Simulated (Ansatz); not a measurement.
Convergence study of the plane-wave cutoff for NiTe₂ (P3m1, 3 atoms in the cell)

```
CELL_PARAMETERS angstrom
      3.88675     0.00000     0.00000
     -1.94337     3.36602     0.00000
      0.00000     0.00000     5.38866
ATOMIC_POSITIONS crystal
  Ni 0.00000 0.00000 0.00928
  Te 0.33333 0.66667 0.24192
  Te 0.66667 0.33333 0.75808
```

Level of theory: PBEsol, default PAW files made with PBE (plane waves; Ansatz, a first-principles code).

Base settings: basis.ecutwfc = 30.9 Ry; kpoints.mp_grid.grid = 8 8 5; hamiltonian.xc = pbesol; hamiltonian.pseudopotentials = {kind: paw} (the program's default PAW files); scf.occupations.method = gaussian; scf.occupations.width = 0.0073 Ry.

The second cell is the first with its lattice scaled by 0.98.

The mesh stays at the base's, so the ladder's end is converged at best in this setting alone.

The first pressure column holds Ansatz's estimate of the finite-basis (Pulay) stress, which hides part of the cutoff error; the other is without it.

Only quantities that move along the ladder and can be compared are tabulated.

The count of work is k-points × plane waves × bands × iterations; it is no time. 

The starting cell comes from a database of computed structures (which also holds hypothetical and non-ambient phases and stackings), without a prior relaxation at this level. Its lattice was rescaled by up to half a per cent. One atom was moved a little off its site on purpose. Spin polarisation is off, so a magnetic state, if there is one, cannot be reached. In the base run, with a pressure of about -4 GPa the cell is away from its equilibrium volume at this level.

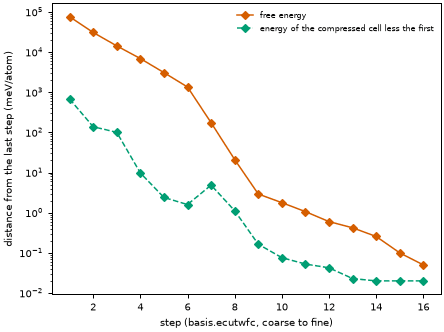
Distance from the last step along the ladder; very small values are drawn at a floor.

```csv
basis.ecutwfc,free energy less the last step's (meV/atom),energy of the compressed cell less the first (meV/atom),pressure (GPa),pressure without the Pulay estimate (GPa),largest difference of a force vector from the last step's (eV/Å),count of work / last
10.7 Ry,76302.51,665.91,33.83,-1846.23,3.356,0.095
12.5 Ry,30881.63,-151.54,4.98,-894.09,0.988,0.092
14 Ry,14290.29,-113.46,-9.96,-474.78,0.510,0.11
15.4 Ry,6919.35,-22.81,-3.68,-259.64,0.269,0.12
16.9 Ry,3086.58,-10.63,-3.84,-132.90,0.094,0.15
18.4 Ry,1351.49,-14.62,-3.43,-67.88,0.077,0.15
21.7 Ry,174.15,-8.16,-3.42,-15.04,0.073,0.18
24.6 Ry,21.03,-11.91,-3.76,-5.55,0.014,0.19
27.9 Ry,2.92,-12.86,-3.82,-3.94,0.002,0.21
30.9 Ry,1.78,-12.95,-3.83,-3.87,0.001,0.24
33.8 Ry,1.06,-12.97,-3.84,-3.87,0.001,0.27
37.1 Ry,0.60,-12.98,-3.84,-3.85,0.001,0.35
41.5 Ry,0.42,-13.00,-3.84,-3.85,0.000,0.42
46.3 Ry,0.26,-13.01,-3.84,-3.85,0.000,0.49
54 Ry,0.10,-13.02,-3.84,-3.84,0.000,0.70
61.7 Ry,0.05,-13.02,-3.84,-3.84,0.000,0.77
74.2 Ry,0.00,-13.02,-3.84,-3.84,0.000,1.0
```

Coarsest basis.ecutwfc that holds the pressure without the Pulay estimate within 1 GPa of the last step, with all finer ones: 27.9 Ry, at 0.21 of the last step's count of work; the step before is off by 1.7 GPa.

Coarsest basis.ecutwfc that holds the energy of the compressed cell less the first within 0.5 meV/atom of the last step, with all finer ones: 27.9 Ry, at 0.21 of the last step's count of work; the step before is off by 1.1 meV/atom.

Coarsest basis.ecutwfc that holds the free energy within 2 meV/atom of the last step, with all finer ones: 30.9 Ry, at 0.24 of the last step's count of work; the step before is off by 2.9 meV/atom.

The energy difference between the two cells stays within 1 meV/atom of the last step's from 27.9 Ry on, the total only from 37.1 Ry on: much of the error is common to both cells and cancels.

At the lowest cutoff the pressure without the Pulay estimate lies 1840 GPa under the last step's, the usual sign of Pulay stress in an incomplete plane-wave basis.

Keys are those of Ansatz 0.2.
